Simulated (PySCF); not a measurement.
# C3H3FS (SMILES C=C1SC1F): TPSSh/cc-pVDZ

Aim: the vertical ionisation energy of C3H3FS at TPSSh/cc-pVDZ, from 2 runs. The job is set up through a Python script.

Program for the calculation: PySCF 2.14.0.

### Step 1. The system as given

C3H3FS has 8 atoms, charge 0, and is taken as a singlet. SMILES: `C=C1SC1F`. The coordinates come from a PBE0-D4/def2-TZVP relaxation.

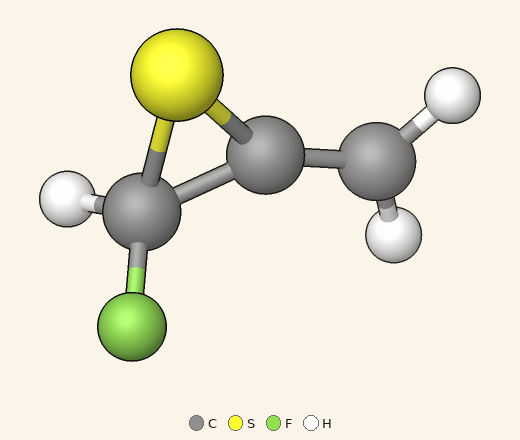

The structure, seen from a chosen angle (carbon grey, sulfur yellow, fluorine green, hydrogen white).

### Step 2. A single-point energy at TPSSh/cc-pVDZ

Input file input.py:

```python
# C=C1SC1F
from pyscf import gto, dft

mol = gto.Mole()
mol.atom = '''
C   -0.031500   1.391600   0.301800
C    0.314700   0.155900  -0.000300
S    1.613000  -0.867900  -0.524600
C   -0.139400  -1.203000  -0.166100
F   -0.953200  -1.501200  -1.202400
H   -1.053900   1.611100   0.585100
H    0.679900   2.206300   0.267300
H   -0.337300  -1.850000   0.683400
'''
mol.verbose = 3
mol.max_memory = 1860
mol.charge = 0
mol.basis = 'cc-pvdz'
mol.build()

mf = dft.RKS(mol)
mf.xc = 'tpssh'
mf.conv_tol = 1e-10
mf.grids.level = 3
mf.kernel()
if not mf.converged:
    mf = mf.newton().run(mf.mo_coeff, mf.mo_occ)

etot = mf.e_tot
print('Final energy', etot)
```

Started as:

```console
$ OMP_NUM_THREADS=1 python input.py
```

What it wrote:

```text
converged SCF energy = -614.130751561553
Final energy -614.1307515615531
```

Run time: 19 s. Hardware: 1 thread of Arm Neoverse V2, shared host; peak memory 0.48 GiB.

### Step 3. The doublet cation

Input file run.py:

```python
from pyscf import gto, dft

mol = gto.Mole()
mol.atom = '''
C     -0.059526     2.629743     0.570319
C      0.594697     0.294608    -0.000567
S      3.048128    -1.640093    -0.991350
C     -0.263428    -2.273341    -0.313884
F     -1.801287    -2.836857    -2.272207
H     -1.991582     3.044538     1.105679
H      1.284825     4.169303     0.505124
H     -0.637405    -3.495993     1.291439
'''
mol.max_memory = 1860
mol.unit = 'bohr'
mol.verbose = 3
mol.basis = 'cc-pvdz'
mol.charge = 1
mol.spin = 1
mol.build()

calc0 = dft.UKS(mol, xc='tpssh')
calc0.grids.level = 3
calc0.conv_tol = 1e-10
calc0.kernel()
if not calc0.converged:
    calc0 = calc0.newton().run(calc0.mo_coeff, calc0.mo_occ)

etot = calc0.e_tot
print('E(%s) = %.9f' % ('TPSSH', etot))
```

Started as:

```console
$ OMP_NUM_THREADS=1 python run.py
```

What it wrote:

```text
converged SCF energy = -613.80497474496  <S^2> = 0.76639846  2S+1 = 2.0163318
E(TPSSH) = -613.804974745
```

Wall time 42 s (1 thread of Arm Neoverse V2, shared host); peak memory 0.48 GiB.

### Step 4. Summary of results

At TPSSh/cc-pVDZ:

| quantity | value |
| --- | --- |
| singlet C3H3FS: total energy | -614.13075 Eh |
| singlet C3H3FS: dipole moment | 1.43 D |
| singlet C3H3FS: HOMO energy | -6.11 eV |
| singlet C3H3FS: LUMO energy | -0.77 eV |
| singlet C3H3FS: HOMO–LUMO gap | 5.34 eV |
| doublet cation: total energy | -613.80497 Eh |
| doublet cation: HOMO energy (highest over α and β) | -13.80 eV |
| doublet cation: LUMO energy (lowest over α and β) | -11.59 eV |
| doublet cation: ⟨S²⟩ | 0.766 |
| vertical ionisation energy (to the doublet cation) | 8.865 eV |

In words: Removing an electron at fixed nuclei costs 8.86 eV (204 kcal/mol). −ε(HOMO) before ionisation, 6.11 eV, is 2.75 eV below this ionisation energy.
